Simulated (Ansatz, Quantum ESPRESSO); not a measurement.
# CO2 (Cmce): modes at Γ and the response to a field, part 3 of 4

Wanted: the vibrations of CO2 (Cmce) at Γ, by two programs.

Quantum ESPRESSO 7.5; DFT LDA, scalar-relativistic, plane waves, GBRV ultrasoft pseudopotentials.

So far. Step 6 (Zone-centre response): The acoustic modes at Γ come out as far as 12.7 cm⁻¹ from zero, where they should vanish, a sizeable error of basis and grid; the Born charges miss their sum rule by 0.0095 e, which is good. The relaxed cell has a, b, c = 5.112, 4.628, 6.202 Å (conventional setting).

### Step 7. Modes with the sum rule

A rigid shift of the crystal must cost nothing, but grids and finite bases break this; the acoustic sum rule is imposed before the matrix is diagonalised again. With Born charges the intensities follow, and the static dielectric tensor.

File dynmat.in:

```
 &input
    fildyn='g.dyn',
    asr='crystal',
    fileig='dynmat.eig',
    lperm=.true.,
 /
```

Run with:

```
$ dynmat.x -in dynmat.in > dynmat.out
```

The program printed:

```text
[banner, memory and clock lines left out]
Program DYNMAT v.7.5

     Reading Dynamical Matrix from file g.dyn
     ...Force constants read
     ...epsilon and Z* read
     Acoustic Sum Rule: || Z*(ASR) - Z*(orig)|| =    6.629553E-03
     Acoustic Sum Rule: ||dyn(ASR) - dyn(orig)||=    3.154939E-04
     A direction for q was not specified:TO-LO splitting will be absent

     Polarizability (A^3 units)
     multiply by 0.710938 for Clausius-Mossotti correction
         5.267065   -0.000000    0.000000
        -0.000000    8.826720    0.000000
         0.000000    0.000000    7.270322

     IR activities are in (D/A)^2/amu units

# mode   [cm-1]    [THz]      IR
    1      0.00    0.0000    0.0000
    2      0.00    0.0000    0.0000
    3      0.00    0.0000    0.0000
    4     66.58    1.9959    0.0000
    5    117.64    3.5268    0.0304
    6    133.22    3.9939    0.0386
    7    137.88    4.1336    0.0000
    8    157.31    4.7159    0.0000
    9    163.00    4.8867    0.0000
   10    175.98    5.2757    0.0000
   11    620.56   18.6038    2.8586
   12    623.11   18.6802    2.4714
   13    626.01   18.7674    2.0956
   14    628.25   18.8344    0.0000
   15   1369.83   41.0664    0.0000
   16   1370.15   41.0760    0.0000
   17   2422.69   72.6304   18.8127
   18   2458.96   73.7176   29.5289

Electronic dielectric permittivity tensor (relative, adimensional)
         1.902166   -0.000000    0.000000
        -0.000000    2.511880    0.000000
         0.000000    0.000000    2.245293

 ... with zone-center polar mode contributions
         2.117967    0.000000   -0.000000
         0.000000    2.902185    0.000000
        -0.000000    0.000000    2.557737

  6) =       3.993873 [THz] =     133.221266 [cm-1]
[end of the log left out, with the tail of the file of modes that dynmat.x writes under the same name]
```

Elapsed: 0.47 s, on 1 thread of Arm Neoverse V2, shared host.

Numbers from this step:

```
mean static dielectric constant : 2.526
```

Unit eigenvectors of the mass-weighted matrix after the sum rule; no LO-TO term. Modes at Γ, with each element's share of the kinetic energy:

```
mode  frequency (cm⁻¹)  C %  O %
   1               0.0   27   73
   2               0.0   27   73
   3               0.0   27   73
   4              66.6   27   73
   5             117.6   27   73
   6             133.2   28   72
   7             137.9    0  100
   8             157.3    0  100
   9             163.0    0  100
  10             176.0    0  100
  11             620.6   73   27
  12             623.1   72   28
  13             626.0   73   27
  14             628.2   73   27
  15            1369.8    0  100
  16            1370.2    0  100
  17            2422.7   73   27
  18            2459.0   73   27
```

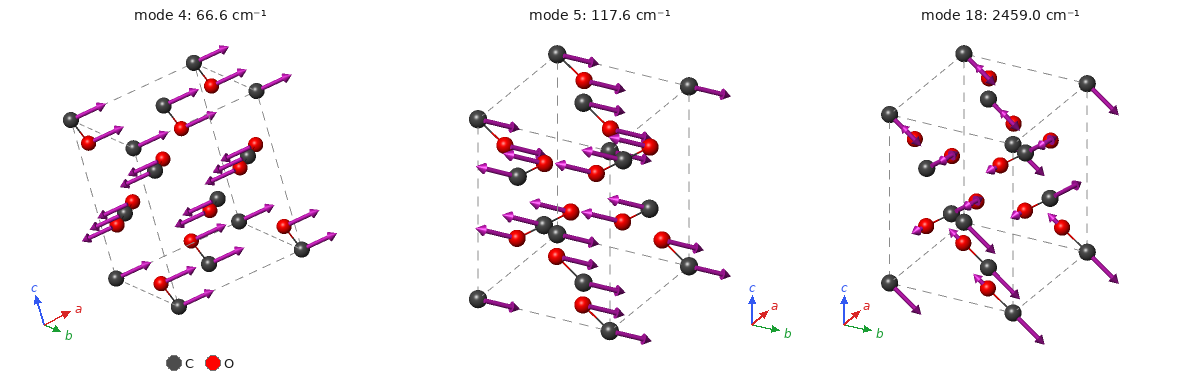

Displacement patterns of modes 4, 5 and 18 at Γ; arrows are exaggerated. Bonds to atoms that aren't drawn are left out. Some periodic images of atoms are drawn too.

Degenerate modes summed, no LO-TO term. Infrared lines, with heights relative to the strongest:

| position (cm⁻¹) | lines merged | IR intensity, relative |
| --- | --- | --- |
| 67 | 1 | 0.0 |
| 118 | 1 | 0.1 |
| 133 | 1 | 0.1 |
| 138 | 1 | 0.0 |
| 157 | 1 | 0.0 |
| 163 | 1 | 0.0 |
| 176 | 1 | 0.0 |
| 621 | 1 | 10 |
| 623 | 1 | 8.4 |
| 626 | 1 | 7.1 |
| 628 | 1 | 0.0 |
| 1370 | 2 | 0.0 |
| 2423 | 1 | 64 |
| 2459 | 1 | 100 |

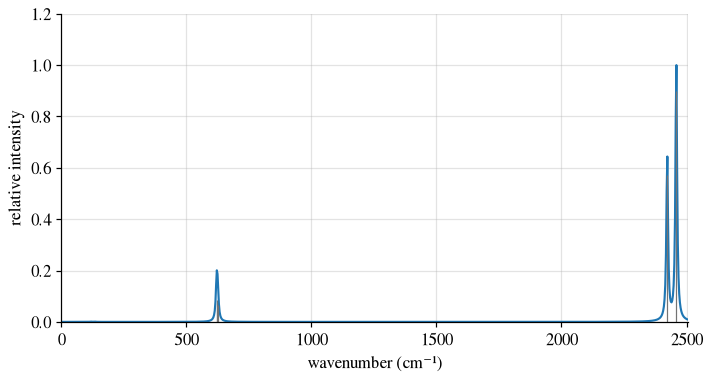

The infrared spectrum, broadened with Lorentzians of width 8 cm⁻¹; bars mark the lines.

Static dielectric tensor (ions relaxed, fixed cell):

```
2.12 0.00 0.00
0.00 2.90 0.00
0.00 0.00 2.56
```

The rule moves no optical mode by more than 0.1 cm⁻¹.

### Step 8. Sum rules set otherwise (asr no)

Without the rule the raw error of the acoustic modes shows.

File dynmat.in:

```
 &input
    fildyn='g.dyn',
    asr='no',
    fileig='dynmat.eig',
    lperm=.true.,
 /
```

Run with:

```
$ dynmat.x -in dynmat.in > dynmat.out
```

The program printed:

```text
[banner, memory and clock lines left out]
Program DYNMAT v.7.5

     Reading Dynamical Matrix from file g.dyn
     ...Force constants read
     ...epsilon and Z* read
     A direction for q was not specified:TO-LO splitting will be absent

     Polarizability (A^3 units)
     multiply by 0.710938 for Clausius-Mossotti correction
         5.267065   -0.000000    0.000000
        -0.000000    8.826720    0.000000
         0.000000    0.000000    7.270322

     IR activities are in (D/A)^2/amu units

# mode   [cm-1]    [THz]      IR
    1    -12.73   -0.3816    0.0000
    2    -12.00   -0.3598    0.0000
    3     -9.45   -0.2833    0.0000
    4     66.58    1.9959    0.0000
    5    117.64    3.5269    0.0304
    6    133.22    3.9939    0.0386
    7    137.88    4.1336    0.0000
    8    157.31    4.7159    0.0000
    9    163.00    4.8867    0.0000
   10    175.98    5.2757    0.0000
   11    620.57   18.6041    2.8565
   12    623.11   18.6803    2.4702
   13    626.02   18.7676    2.0940
   14    628.25   18.8344    0.0000
   15   1369.83   41.0664    0.0000
   16   1370.15   41.0760    0.0000
   17   2422.69   72.6305   18.8094
   18   2458.96   73.7177   29.5232

Electronic dielectric permittivity tensor (relative, adimensional)
         1.902166   -0.000000    0.000000
        -0.000000    2.511880    0.000000
         0.000000    0.000000    2.245293

 ... with zone-center polar mode contributions
         2.117798   -0.000000   -0.000000
        -0.000000    2.902070   -0.000000
        -0.000000   -0.000000    2.557612

[end of the log left out, with the tail of the file of modes that dynmat.x writes under the same name]
```

It took 0.47 s on 1 thread.

Zone-centre frequencies as printed; negative means imaginary. Modes:

| mode | frequency (cm⁻¹) |
| --- | --- |
| 1 | -12.73 |
| 2 | -12 |
| 3 | -9.45 |
| 4 | 66.58 |
| 5 | 117.6 |
| 6 | 133.2 |
| 7 | 137.9 |
| 8 | 157.3 |
| 9 | 163 |
| 10 | 176 |
| 11 | 620.6 |
| 12 | 623.1 |
| 13 | 626 |
| 14 | 628.2 |
| 15 | 1370 |
| 16 | 1370 |
| 17 | 2423 |
| 18 | 2459 |

Against the first rule no mode moves by more than 12.8 cm⁻¹.

### Step 9. Sum rules set otherwise: a sum rule for molecules or wires on a crystal

This rule also removes rotations, which suits molecules and not a crystal; it is tried to see the harm.

File dynmat.in:

```
 &input
    fildyn='g.dyn',
    asr='zero-dim',
    fileig='dynmat.eig',
    lperm=.true.,
 /
```

Run with:

```
$ dynmat.x -in dynmat.in > dynmat.out
```

The program printed:

```text
[banner, memory and clock lines left out]
Program DYNMAT v.7.5

     Reading Dynamical Matrix from file g.dyn
     ...Force constants read
     ...epsilon and Z* read
     Acoustic Sum Rule: || Z*(ASR) - Z*(orig)|| =    2.289484E+00
     Acoustic Sum Rule: ||dyn(ASR) - dyn(orig)||=    4.436417E+00
     A direction for q was not specified:TO-LO splitting will be absent

     Polarizability (A^3 units)
     multiply by 0.710938 for Clausius-Mossotti correction
         5.267065   -0.000000    0.000000
        -0.000000    8.826720    0.000000
         0.000000    0.000000    7.270322

     IR activities are in (D/A)^2/amu units

# mode   [cm-1]    [THz]      IR
    1     -0.00   -0.0000    0.0000
    2     -0.00   -0.0000    0.0000
    3     -0.00   -0.0000    0.0000
    4      0.00    0.0000    0.0000
    5      0.00    0.0000    0.0000
    6      0.00    0.0000    0.0000
    7     83.80    2.5122    0.0043
    8    131.62    3.9458    0.0297
    9    139.53    4.1829    0.0194
   10    160.38    4.8081    0.0001
   11    391.86   11.7478    0.6032
   12    577.02   17.2987    1.5205
   13    624.45   18.7204    1.4296
   14    624.63   18.7258    2.2599
   15   1272.83   38.1584    0.1264
   16   1369.99   41.0713    0.0000
   17   1956.96   58.6683   14.9768
   18   2442.89   73.2359   24.9608

Electronic dielectric permittivity tensor (relative, adimensional)
         1.902166   -0.000000    0.000000
        -0.000000    2.511880    0.000000
         0.000000    0.000000    2.245293

 ... with zone-center polar mode contributions
         2.115394    0.005918    0.004470
         0.005918    2.885046   -0.021358
         0.004470   -0.021358    2.515176

  6) =       0.000003 [THz] =       0.000094 [cm-1]
[end of the log left out, with the tail of the file of modes that dynmat.x writes under the same name]
```

Elapsed: 0.47 s, on 1 thread.

The program raised no error, yet the settings are not those of a careful run.

The fault: a sum rule for molecules or wires on a crystal; 3 optical modes are projected out to zero frequency, as if they were rotations.

For a crystal the rule has to be 'simple' or 'crystal'.

Zone-centre frequencies as printed; negative means imaginary. Modes:

```
mode  frequency (cm⁻¹)
   1                 0
   2                 0
   3                 0
   4                 0
   5                 0
   6                 0
   7              83.8
   8             131.6
   9             139.5
  10             160.4
  11             391.9
  12               577
  13             624.5
  14             624.6
  15              1273
  16              1370
  17              1957
  18              2443
```

### Step 10. Modes along a direction of q (1 0 0)

A longitudinal polar mode sets up a macroscopic field that stiffens it; the term hangs on the direction from which q goes to zero.

File dynmat.in:

```
 &input
    fildyn='g.dyn',
    asr='crystal',
    fileig='dynmat.eig',
    q(1)=1.0,
    q(2)=0.0,
    q(3)=0.0,
 /
```

Run with:

```
$ dynmat.x -in dynmat.in > dynmat.out
```

The program printed:

```text
[banner, memory and clock lines left out]
Program DYNMAT v.7.5

     Reading Dynamical Matrix from file g.dyn
     ...Force constants read
     ...epsilon and Z* read
     Acoustic Sum Rule: || Z*(ASR) - Z*(orig)|| =    6.629553E-03
     Acoustic Sum Rule: ||dyn(ASR) - dyn(orig)||=    3.154939E-04

     Polarizability (A^3 units)
     multiply by 0.710938 for Clausius-Mossotti correction
         5.267065   -0.000000    0.000000
        -0.000000    8.826720    0.000000
         0.000000    0.000000    7.270322

     IR activities are in (D/A)^2/amu units

# mode   [cm-1]    [THz]      IR
    1     -0.00   -0.0000    0.0000
    2     -0.00   -0.0000    0.0000
    3      0.00    0.0000    0.0000
    4     66.58    1.9959    0.0000
    5    117.64    3.5268    0.0304
    6    133.22    3.9939    0.0386
    7    137.88    4.1336    0.0000
    8    157.31    4.7159    0.0000
    9    163.00    4.8867    0.0000
   10    175.98    5.2757    0.0000
   11    623.11   18.6802    2.4714
   12    626.01   18.7674    2.0956
   13    628.25   18.8344    0.0000
   14    654.81   19.6308    2.8586
   15   1369.83   41.0664    0.0000
   16   1370.15   41.0760    0.0000
   17   2422.69   72.6304   18.8127
   18   2458.96   73.7176   29.5289

[end of the log left out, with the tail of the file of modes that dynmat.x writes under the same name]
```

Run time: 0.47 s. Hardware: 1 thread.

This step gave:

```
highest mode moved by the LO-TO term : 654.8 cm⁻¹
```

Zone-centre frequencies as printed; negative means imaginary. Modes:

| mode | frequency (cm⁻¹) |
| --- | --- |
| 1 | 0 |
| 2 | 0 |
| 3 | 0 |
| 4 | 66.58 |
| 5 | 117.6 |
| 6 | 133.2 |
| 7 | 137.9 |
| 8 | 157.3 |
| 9 | 163 |
| 10 | 176 |
| 11 | 623.1 |
| 12 | 626 |
| 13 | 628.2 |
| 14 | 654.8 |
| 15 | 1370 |
| 16 | 1370 |
| 17 | 2423 |
| 18 | 2459 |

The field moves one mode, from 621 to 655 cm⁻¹; the others stay.

### Step 11. Modes along a direction of q (0 0 1)

File dynmat.in:

```
 &input
    fildyn='g.dyn',
    asr='crystal',
    fileig='dynmat.eig',
    q(1)=0.0,
    q(2)=0.0,
    q(3)=1.0,
 /
```

Run with:

```
$ dynmat.x -in dynmat.in > dynmat.out
```

The program printed:

```text
[banner, memory and clock lines left out]
Program DYNMAT v.7.5

     Reading Dynamical Matrix from file g.dyn
     ...Force constants read
     ...epsilon and Z* read
     Acoustic Sum Rule: || Z*(ASR) - Z*(orig)|| =    6.629553E-03
     Acoustic Sum Rule: ||dyn(ASR) - dyn(orig)||=    3.154939E-04

     Polarizability (A^3 units)
     multiply by 0.710938 for Clausius-Mossotti correction
         5.267065   -0.000000    0.000000
        -0.000000    8.826720    0.000000
         0.000000    0.000000    7.270322

     IR activities are in (D/A)^2/amu units

# mode   [cm-1]    [THz]      IR
    1     -0.00   -0.0000    0.0000
    2      0.00    0.0000    0.0000
    3      0.00    0.0000    0.0000
    4     66.58    1.9959    0.0000
    5    119.13    3.5716    0.0245
    6    133.22    3.9939    0.0386
    7    137.88    4.1336    0.0000
    8    157.31    4.7159    0.0000
    9    163.00    4.8867    0.0000
   10    175.98    5.2757    0.0000
   11    620.56   18.6038    2.8586
   12    623.11   18.6802    2.4714
   13    628.25   18.8344    0.0000
   14    646.44   19.3799    1.9232
   15   1369.83   41.0664    0.0000
   16   1370.15   41.0760    0.0000
   17   2458.96   73.7176   29.5289
   18   2472.69   74.1293   18.9910

[end of the log left out, with the tail of the file of modes that dynmat.x writes under the same name]
```

It took 0.47 s on 1 thread.

Numbers from this step:

| Item | Value |
| --- | --- |
| highest mode moved by the LO-TO term | 2473 cm⁻¹ |

Zone-centre frequencies as printed; negative means imaginary. Modes:

```csv
mode,frequency (cm⁻¹)
1,0
2,0
3,0
4,66.58
5,119.1
6,133.2
7,137.9
8,157.3
9,163
10,176
11,620.6
12,623.1
13,628.2
14,646.4
15,1370
16,1370
17,2459
18,2473
```

The field moves 3 modes; the highest of them now lies at 2473 cm⁻¹, where the highest that moved away lay at 2423.

### Step 12. Modes along a direction of q (1 1 1)

File dynmat.in:

```
 &input
    fildyn='g.dyn',
    asr='crystal',
    fileig='dynmat.eig',
    q(1)=1.0,
    q(2)=1.0,
    q(3)=1.0,
 /
```

Run with:

```
$ dynmat.x -in dynmat.in > dynmat.out
```

The program printed:

```text
[banners, grids, parts of the stress and lines that vanish by symmetry left out]
[banner, memory and clock lines left out]
Program DYNMAT v.7.5

     Reading Dynamical Matrix from file g.dyn
     ...Force constants read
     ...epsilon and Z* read
     Acoustic Sum Rule: || Z*(ASR) - Z*(orig)|| =    6.629553E-03
     Acoustic Sum Rule: ||dyn(ASR) - dyn(orig)||=    3.154939E-04

     Polarizability (A^3 units)
     multiply by 0.710938 for Clausius-Mossotti correction
         5.267065   -0.000000    0.000000
        -0.000000    8.826720    0.000000
         0.000000    0.000000    7.270322

     IR activities are in (D/A)^2/amu units

# mode   [cm-1]    [THz]      IR
    1     -0.00   -0.0000    0.0000
    2     -0.00   -0.0000    0.0000
[...]
17   2431.37   72.8906   20.2465
   18   2493.30   74.7474   28.2629

[end of the log left out, with the tail of the file of modes that dynmat.x writes under the same name]
```

Run time: 0.47 s. Hardware: 1 thread.

Numbers from this step:

| Item | Value |
| --- | --- |
| highest mode moved by the LO-TO term | 2493 cm⁻¹ |

Zone-centre frequencies as printed; negative means imaginary. Modes:

```csv
mode,frequency (cm⁻¹)
1,0
2,0
3,0
4,66.58
5,118.1
6,133.8
7,137.9
8,157.3
9,163
10,176
11,621.7
12,624.9
13,628.2
14,647.7
15,1370
16,1370
17,2431
18,2493
```

The field moves 7 modes; the highest of them now lies at 2493 cm⁻¹, where the highest that moved away lay at 2459.

(Continued in part 4 of 4.)

[Host names and launcher messages were left out of these logs when they were recorded.]

[Logs are printed without paths, hosts, clocks, repeated set-up lines and the standing remarks that a program may print on its own settings, such as how far it seeks lower states.]

[Hosts, paths, dates, database ids (printed as entryN), source tags and the programs' standing remarks are cut or masked in the printed files.]
